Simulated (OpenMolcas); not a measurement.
Single-point calculation of BNH$_{4}$

- system: BNH$_{4}$
- method: revPBE/def2-TZVPP, RKS (OpenMolcas 26.06)

A bond length was changed on purpose from its optimised value.

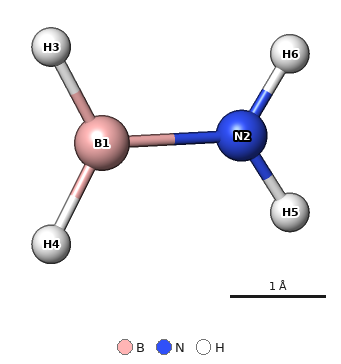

The input geometry (ball-and-stick view, seen at a tilt; atoms are numbered from 1 in the order of the input). Bond lengths as drawn: B–H 1.20 Å, B–N 1.59 Å and H–N 1.01 Å.

## Input file
```
* BH4N Kohn-Sham DFT

&GATEWAY
 BASLIB
 $CurrDir
 COORD
 6
 bohr
 B     -0.32002890    -1.66898155    -0.05869678
 N      0.27608899     1.28010048     0.02040904
 H      0.34893415    -2.96986901     1.66681214
 H     -1.42325101    -2.51765755    -1.84184235
 H     -0.22979070     2.48253321    -1.36211459
 H      1.19430691     2.11913888     1.45754576
 BASIS
 def2-TZVPP
 GROUP
 NoSym

&SEWARD
 GRIDINPUT
 Grid=UltraFine
 End of Grid

&SCF
 KSDFT
 revPBE
 THRESHOLDS
 1e-10 1e-07 1e-07 1e-05
 PRORBITALS
 1 1
```

Run on 1 thread of AMD EPYC (Zen 5), 16 GiB of memory available, shared host.

Launch command:
```bash
export MOLCAS_MEM=1860
pymolcas calc.input > calc.log
```

## Log
```
--- Start Module: gateway ---

                                              &GATEWAY

                       available to each process: 1.9 GB of memory, 1 thread

 Basis Set     1 Label: B.DEF2-TZVPP
 Basis set is read from library:.
 basistype.tbl is not found

 Basis Set     2 Label: N.DEF2-TZVPP
 Basis set is read from library:.
 basistype.tbl is not found

 Basis Set     3 Label: H.DEF2-TZVPP
 Basis set is read from library:.
 basistype.tbl is not found

++    Symmetry information:
      ---------------------

                    Character Table for C1

                             E
                    a        1  x, y, xy, Rz, z, xz, Ry, yz, Rx, I
--

++    Basis set information:
      ----------------------

      Basis set label: B.DEF2-TZVPP.........

      Electronic valence basis set:
      ------------------
      Associated Effective Charge   5.000000 au
      Associated Actual Charge      5.000000 au
      Nuclear Model: Point charge

      Shell  nPrim  nBasis  Cartesian Spherical Contaminant
         s      11       5        X
         p       6       3        X
         d       2       2                 X
         f       1       1                 X

      Basis set label: N.DEF2-TZVPP.........

      Electronic valence basis set:
      ------------------
      Associated Effective Charge   7.000000 au
      Associated Actual Charge      7.000000 au
      Nuclear Model: Point charge

      Shell  nPrim  nBasis  Cartesian Spherical Contaminant
         s      11       5        X
         p       6       3        X
         d       2       2                 X
         f       1       1                 X

      Basis set label: H.DEF2-TZVPP.........

      Electronic valence basis set:
      ------------------
      Associated Effective Charge   1.000000 au
      Associated Actual Charge      1.000000 au
      Nuclear Model: Point charge

      Shell  nPrim  nBasis  Cartesian Spherical Contaminant
         s       5       3        X
         p       2       2        X
         d       1       1                 X
--

++    Molecular structure info:
      -------------------------

                    ************************************************
                    **** Cartesian Coordinates / bohr, angstrom ****
                    ************************************************

     Center  Label                x              y              z                     x              y              z
        1      B1              -0.320029      -1.668982      -0.058697             -0.169352      -0.883187      -0.031061
        2      N2               0.276089       1.280100       0.020409              0.146100       0.677400       0.010800
        3      H3               0.348934      -2.969869       1.666812              0.184648      -1.571587       0.882039
        4      H4              -1.423251      -2.517658      -1.841842             -0.753152      -1.332287      -0.974661
        5      H5              -0.229791       2.482533      -1.362115             -0.121600       1.313700      -0.720800
        6      H6               1.194307       2.119139       1.457546              0.632000       1.121400       0.771300

                    ***************************************
                    *    InterNuclear Distances / bohr    *
                    ***************************************

               1 B1            2 N2            3 H3            4 H4            5 H5            6 H6
    1 B1       0.000000
    2 N2       3.009767        0.000000
    3 H3       2.262123        4.558310        0.000000
    4 H4       2.262069        4.558366        3.956740        0.000000
    5 H5       4.352254        1.900824        6.264025        5.162983        0.000000
    6 H6       4.352248        1.900650        5.162988        6.263981        3.179716        0.000000

                    *******************************************
                    *    InterNuclear Distances / angstrom    *
                    *******************************************

               1 B1            2 N2            3 H3            4 H4            5 H5            6 H6
    1 B1       0.000000
    2 N2       1.592700        0.000000
    3 H3       1.197064        2.412154        0.000000
    4 H4       1.197036        2.412184        2.093817        0.000000
    5 H5       2.303114        1.005873        3.314779        2.732133        0.000000
    6 H6       2.303110        1.005781        2.732136        3.314756        1.682633        0.000000

                    **************************************
                    *    Valence Bond Angles / degree    *
                    **************************************
                          Atom centers                 Phi
                      3 H3       1 B1       4 H4       121.99
                      5 H5       2 N2       6 H6       113.53
--

            Nuclear Potential Energy             30.05788929 au

--- Stop Module: gateway /rc=_RC_ALL_IS_WELL_ ---

--- Start Module: seward ---

                                              &SEWARD

                       available to each process: 1.9 GB of memory, 1 thread

               SEWARD will generate:
                  Multipole Moment integrals up to order  2
                  Kinetic Energy integrals
                  Nuclear Attraction integrals (point charge)
                  One-Electron Hamiltonian integrals
                  Velocity integrals
                  Orbital angular momentum around (  0.0080  -0.0462  -0.0152 )
                  Velocity quadrupole around (  0.0080  -0.0462  -0.0152 )
                  Two-Electron Repulsion integrals

                   Integrals are discarded if absolute value <: 1.00E-14
                   Integral cutoff threshold is set to       <: 1.00E-16

            Nuclear Potential Energy             30.05788929 au

      Basis set specifications :
      Symmetry species         a
      Basis functions          118

--- Stop Module: seward /rc=_RC_ALL_IS_WELL_ ---
--- Module seward spent 3 seconds ---

--- Start Module: scf ---

                                                &SCF

                       available to each process: 1.9 GB of memory, 1 thread

 ###############################################################################
 ###     Minimized-density-differences option turned off!                    ###
 ###############################################################################
++    Input section:
      --------------

      Header of the integral files:

      Cartesian coordinates in angstrom:
      -----------------------------------------------------
      No.  Label        X            Y            Z
      -----------------------------------------------------
       1   B1        -0.16935200  -0.88318700  -0.03106100
       2   N2         0.14610000   0.67740000   0.01080000
       3   H3         0.18464800  -1.57158700   0.88203900
       4   H4        -0.75315200  -1.33228700  -0.97466100
       5   H5        -0.12160000   1.31370000  -0.72080000
       6   H6         0.63200000   1.12140000   0.77130000
      -----------------------------------------------------
      Nuclear repulsion energy =   30.05788929
--

++    Orbital specifications:
      -----------------------

      Symmetry species               1
                                     a
      Frozen orbitals                0
      Occupied orbitals              8
      Secondary orbitals           110
      Deleted orbitals               0
      Total number of orbitals     118
      Number of basis functions    118
--

      Molecular charge                           0.000

      Numerical integration parameters
      --------------------------------
      Radial quadrature type:                         MHL
      Size of radial grid:                            99
      Lebedev angular grid:                           41
      Angular grid pruned with the crowding factor:  1.00E+10
                                 and fading factor:  1.00E+01
      Screening threshold for integral computation:   1.00E-11
      Radial quadrature accuracy:                     1.00E-25
      Maximum batch size:                             128
      AO values are stored on disk
      The same grid will be used for all iterations.

      DFT functional specifications
      -----------------------------
      Using Libxc version: 6.2.2
      Please cite the following reference:
      S. Lehtola, C. Steigemann, M. J.T. Oliveira, and M. A.L. Marques.,  SoftwareX 7, 1–5 (2018) doi:10.1016/j.softx.2017.11.002

      * Revised PBE from Zhang & Yang
        - Y. Zhang and W. Yang.,  Phys. Rev. Lett. 80, 890 (1998) doi:10.1103/PhysRevLett.80.890
      * Perdew, Burke & Ernzerhof
        - J. P. Perdew, K. Burke, and M. Ernzerhof.,  Phys. Rev. Lett. 77, 3865 (1996) doi:10.1103/PhysRevLett.77.3865
        - J. P. Perdew, K. Burke, and M. Ernzerhof.,  Phys. Rev. Lett. 78, 1396 (1997) doi:10.1103/PhysRevLett.78.1396

++    Optimization specifications:
      ----------------------------

      SCF Algorithm: Conventional
      D(i)-D(i-1) density differences are used
      Number of density matrices in core                 5
      Maximum number of NDDO SCF iterations            400
      Maximum number of HF SCF iterations              400
      Threshold for SCF energy change             1.00E-10
      Threshold for density matrix                1.00E-07
      Threshold for Fock matrix                   1.00E-07
      Threshold for linear dependence             1.00E-09
      Threshold at which DIIS is turned on        1.50E-01
      Maximum depth in the DIIS procedure                5
      Maximum depth in the BFGS Hessian update          30
      Threshold at which QNR/C2DIIS is turned on  7.50E-02
      Threshold for Norm(delta) (QNR/C2DIIS)      1.00E-05
      All orbitals punched on: SCFORB
--

      Input vectors read from INPORB
      Orbital file label: *Guess orbitals

++ Convergence information
                                   REVPBE     iterations: Energy and convergence statistics

Iter     Tot. REVPBE     One-elec.       Two-elec.     Energy      Max Dij or  Max Fij      DNorm      TNorm      AccCon     Time
         Energy          Energy          Energy        Change      Delta Norm                                                in Sec.
   1   -81.803804782  -180.563228551    68.701534482   0.00E+00    8.13E-01*   1.09E-01*    3.17E+00   9.39E+01   None         2.
   2   -81.599517335  -180.049846529    68.392439906   2.04E-01*   2.95E-01*   1.04E-01*    1.49E+00   9.34E+01   EDIIS        1.
   3   -81.981714605  -182.822651879    70.783047986  -3.82E-01*   4.18E-01*   4.72E-02*    7.46E-01   9.54E+01   EDIIS        1.
   4   -81.933300921  -179.229901419    67.238711210   4.84E-02*   6.91E-02*   2.48E-02*    6.42E-01   9.30E+01   EDIIS        1.
   5   -82.023141260  -181.245481963    69.164451415  -8.98E-02*   2.78E-02*   6.38E-03*    1.42E-01   9.43E+01   c2DIIS       1.
   6   -82.024381474  -181.355673423    69.273402661  -1.24E-03*   3.67E-02*   4.73E-03*    8.69E-02   9.44E+01   QNRc2DIIS    1.
   7   -82.023918203  -181.484883975    69.403076484   4.63E-04*   2.44E-02*   9.84E-03*    1.04E-01   9.44E+01   QNRc2DIIS    1.
   8   -82.024764699  -181.519351860    69.436697872  -8.46E-04*   5.53E-03*   3.45E-03*    5.76E-02   9.45E+01   QNRc2DIIS    1.
   9   -82.024857914  -181.440745210    69.357998008  -9.32E-05*   2.82E-04*   9.24E-05*    1.42E-02   9.44E+01   QNRc2DIIS    1.
  10   -82.024858096  -181.441992807    69.359245422  -1.82E-07*   2.48E-05*   4.01E-05*    7.85E-04   9.44E+01   QNRc2DIIS    1.
  11   -82.024858101  -181.441949941    69.359202552  -4.16E-09*   9.83E-05*   3.26E-05*    6.61E-05   9.44E+01   QNRc2DIIS    1.
  12   -82.024858108  -181.441783082    69.359035685  -7.83E-09*   1.50E-06    3.90E-07*    2.62E-04   9.44E+01   QNRc2DIIS    1.
  13   -82.024858108  -181.441779202    69.359031805  -2.64E-12    1.93E-07    4.73E-08     5.18E-06   9.44E+01   QNRc2DIIS    1.

       Convergence after  13 Iterations
--

 *****************************************************************************************************************************
 *                                             SCF/KS-DFT Program, Final results                                             *
 *                                                       Final Results                                                       *
 *****************************************************************************************************************************

::    Total KS-DFT energy                             -82.0248581084
      One-electron energy                            -181.4417792020
      Two-electron energy                              69.3590318054
      Nuclear repulsion energy                         30.0578892881
      Kinetic energy (interpolated)                    81.3550980714
      Virial theorem                                    1.0082325515
      Total spin, S(S+1)                                0.0000000000
      Total spin, S                                     0.0000000000
      Max non-diagonal density matrix element           0.0000001308
      Max non-diagonal Fock matrix element              0.0000000192

      All orbitals with orbital energies smaller than  E(LUMO)+0.5 are printed

++    Molecular orbitals:
      -------------------

      Title: RKS-DFT orbitals

      Molecular orbitals for symmetry species 1: a

          Orbital            1         2         3         4         5         6         7         8         9        10
          Energy          -14.0001   -6.5292   -0.7694   -0.4552   -0.4467   -0.3427   -0.2929   -0.2393   -0.0532    0.0073
          Occ. No.          2.0000    2.0000    2.0000    2.0000    2.0000    2.0000    2.0000    2.0000    0.0000    0.0000

          Orbital           11        12        13        14        15        16        17        18        19        20
          Energy            0.0614    0.0678    0.1119    0.1224    0.1266    0.1390    0.1582    0.2240    0.2882    0.3465
          Occ. No.          0.0000    0.0000    0.0000    0.0000    0.0000    0.0000    0.0000    0.0000    0.0000    0.0000

          Orbital           21        22        23        24
          Energy            0.3604    0.3927    0.4090    0.4249
          Occ. No.          0.0000    0.0000    0.0000    0.0000

--

++    Molecular charges:
      ------------------

      Mulliken charges per centre and basis function type
      ---------------------------------------------------

                B1      N2      H3      H4      H5      H6
      1s       3.0390  3.4847  1.0066  1.0066  0.7623  0.7623
      2px      0.4300  1.4944  0.0038  0.0041  0.0245  0.0249
      2pz      0.7799  1.1931  0.0072  0.0072  0.0197  0.0198
      2py      0.5820  1.1942  0.0050  0.0047  0.0167  0.0161
      3d2+     0.0133  0.0018  0.0002  0.0001  0.0006  0.0008
      3d1+     0.0044  0.0021  0.0001  0.0000  0.0010  0.0010
      3d0      0.0080  0.0008  0.0002  0.0002  0.0015  0.0015
      3d1-     0.0287  0.0092  0.0000  0.0001  0.0008  0.0009
      3d2-     0.0186  0.0027  0.0001  0.0001  0.0008  0.0005
      4f3+     0.0023  0.0002  0.0000  0.0000  0.0000  0.0000
      4f2+     0.0013  0.0002  0.0000  0.0000  0.0000  0.0000
      4f1+     0.0010  0.0002  0.0000  0.0000  0.0000  0.0000
      4f0      0.0007  0.0000  0.0000  0.0000  0.0000  0.0000
      4f1-     0.0015  0.0001  0.0000  0.0000  0.0000  0.0000
      4f2-     0.0007  0.0002  0.0000  0.0000  0.0000  0.0000
      4f3-     0.0018  0.0002  0.0000  0.0000  0.0000  0.0000
      Total    4.9135  7.3842  1.0232  1.0232  0.8279  0.8279

      N-E      0.0865 -0.3842 -0.0232 -0.0232  0.1721  0.1721

      Total electronic charge=   16.000000

      Total            charge=   -0.000000
--

++    Molecular properties:
      ---------------------

      Charge (e):
                      =   -0.0000
      Dipole Moment (debye):
      Origin of the operator (angstrom)=    0.0042   -0.0244   -0.0080
                   X=  2.8796E-01               Y=  1.4258E+00               Z=  3.8183E-02           Total=  1.4551E+00
      Quadrupole Moment (debye*angstrom):
      Origin of the operator (angstrom)=    0.0042   -0.0244   -0.0080
                  XX= -1.4872E+01              XY=  3.7617E-01              XZ=  8.0333E-01              YY= -1.2976E+01
                  YZ= -1.3816E-01              ZZ= -1.3801E+01
      In traceless form (debye*angstrom)
                  XX= -1.4834E+00              XY=  5.6425E-01              XZ=  1.2050E+00              YY=  1.3602E+00
                  YZ= -2.0725E-01              ZZ=  1.2317E-01
--

--- Stop Module: scf /rc=_RC_ALL_IS_WELL_ ---
--- Module scf spent 20 seconds ---

.##################.
.# Happy landing! #.
.##################.

    Timing: Wall=24.33 User=21.27 System=3.01
```

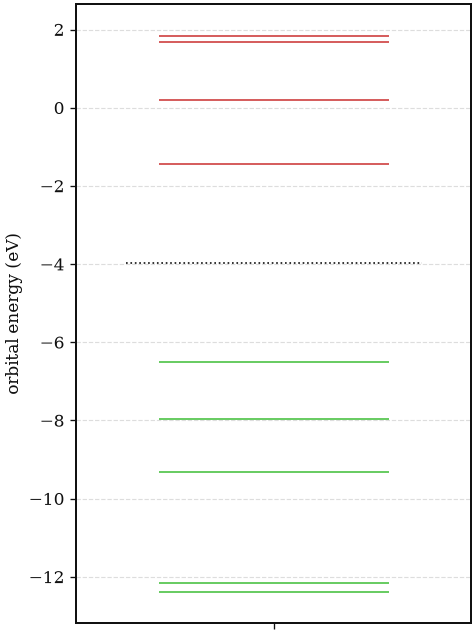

Orbital energies near the frontier; the dotted line parts filled from empty levels, and levels within 0.02 eV of each other stand side by side. Highest filled −6.51 eV, lowest empty −1.45 eV, 5.06 eV apart.

## Results in brief

```json
{"quantity": "outcome", "value": "converged"}
{"quantity": "total energy", "value": "−82.024858 hartree"}
{"quantity": "basis functions", "value": "118"}
{"quantity": "HOMO", "value": "−6.51 eV"}
{"quantity": "LUMO", "value": "−1.45 eV"}
{"quantity": "dipole moment", "value": "1.46 debye"}
{"quantity": "wall time", "value": "25 s"}
{"quantity": "peak memory", "value": "0.74 GiB"}
```
